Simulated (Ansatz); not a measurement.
Cost and result by functional for the adsorption energy of NH3 on the 1x1 (10-10) surface of wurtzite ZnO (cut with top plane O + Zn), one in a 2x1 cell, started at the site 'over O at depth 0.9 Å', in Ansatz (plane waves, PAW). Single points on the PBE structure, on one kind of machine; costs are rough ratios of the slab run's core time (references not counted) to the cheapest single point. r2SCAN's cost holds its higher cutoff (500 against 420 eV). Differences are taken against HSE06 for comparison alone: no measured value is at hand, so the table doesn't rank accuracy. HSE06 ran on a coarser k-mesh, which lowers its cost and may carry part of its shift.

Host crystal: wurtzite ZnO, with a band gap (PBE, scalar-relativistic without spin-orbit coupling).

Set-up: 36 atoms, 9.4 Å thick at the start under the adsorbate (thin: gaps and levels are the slab's own); mesh 3x4x1; 0.01 eV smearing; dipole correction on; 16 atoms held, the rest relaxed; no symmetry held; no spin, no spin-orbit, no U, no dispersion correction. At the end it is bonded to Zn. In PBE it is, or lies within 0.03 eV of, the lowest of the starts that converged. These notes are the PBE run's. Adsorption energies are against NH3(g). A negative adsorption energy means that the adsorbate is more stable on the surface than in its reference.

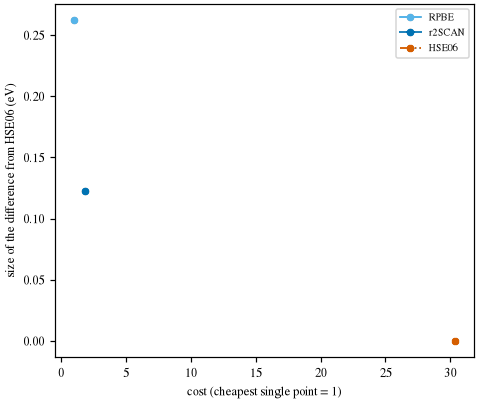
*Difference from HSE06 against cost*

| functional | relative cost | adsorption energy (eV) | less HSE06 (eV) |
|---|---|---|---|
| RPBE | 1 | -0.79 | 0.26 |
| r2SCAN | 2 | -1.17 | -0.12 |
| HSE06 | 30 | -1.05 | 0.00 |
| PBE (the relaxed run's value) | – | -1.03 | 0.02 |

The values span 0.38 eV, while the single points' costs differ by a factor of roughly 30. Differences are of unrounded values.

Ansatz is a quantum-chemistry and plane-wave program.
